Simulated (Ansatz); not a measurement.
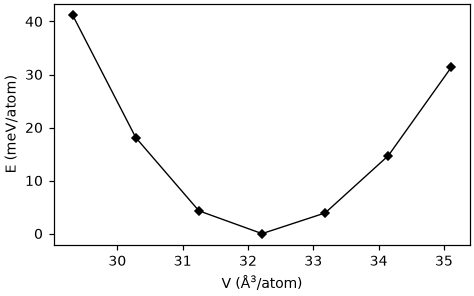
Fig. 1. SnTe (rock salt, Fm-3m) under volume change, the program Ansatz at the HSE06 level (PAW), scaled uniformly.

### Question
What does a third-order Birch–Murnaghan fit give for V₀, B₀ and B′?

### Answer
V₀ = 32.20 Å³/atom, B₀ = 43.4 GPa, B′ = 3.6.

The cell was relaxed with HSE06 under the symmetry of its start. The volume moved by -29 % from the start of the relaxation. Spin–orbit coupling is left out wherever it is not named.

Potentials: the later of the program's two PAW sets.
